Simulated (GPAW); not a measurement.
Band structure of YIr2 (Fd-3m, 6 atoms in the cell).

```xyz
6
Lattice="0.0000 3.7472 3.7472 3.7472 0.0000 3.7472 3.7472 3.7472 0.0000" Properties=species:S:1:pos:R:3 pbc="T T T"
Y      3.7472     3.7472     3.7472
Y      5.6208     5.6208     5.6208
Ir     0.9368     2.8104     2.8104
Ir     2.8104     2.8104     0.9368
Ir     2.8104     0.9368     2.8104
Ir     0.9368     0.9368     0.9368
```

Computed with PBEsol, GPAW PAW datasets PBEsol (made by gpaw-setup) (plane waves; GPAW 25.7.0).

Settings: mode = pw; ecut = 600 eV; xc = PBEsol; kpts = 6 6 6; mesh shift (steps) = 0 0 0; occupations.name = fermi-dirac; occupations.width = 0.136 eV; nbands = -14; convergence.forces = 0.001 eV/Å; symmetry.symmorphic = false; symmetry.tolerance = 0.0005; maxiter = 150; bandpath_npoints = 40.

The starting cell comes from a database of computed structures (which also holds hypothetical and non-ambient phases and stackings), without a prior relaxation at this level. Its lattice was rescaled by a random factor within 2.5 % of one. Spin-orbit coupling is off. Spin polarisation is off.

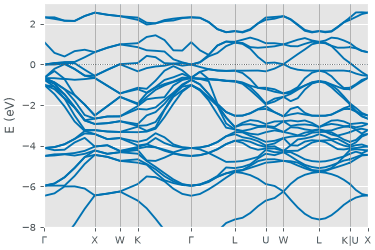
Figure. Bands along the path, energies from the Fermi level.

Levels in eV from the Fermi level, bands 38 to 45:
```tsv
point	38	39	40	41	42	43	44	45
Γ	-0.67	-0.66	-0.66	-0.01	-0.01	-0.01	1.09	2.31
X	-2.51	-0.67	-0.67	-0.56	-0.56	0.60	0.60	2.54
W	-1.60	-1.43	-1.43	0.01	0.01	0.98	0.98	2.37
K	-1.92	-1.22	-1.15	-0.34	0.07	0.84	1.04	2.19
L	-0.84	-0.81	-0.31	-0.31	1.07	1.07	1.11	1.63
U	-1.92	-1.22	-1.15	-0.34	0.07	0.84	1.04	2.19
```

Bands cross the Fermi level along this path, so the cell is metallic at this level.
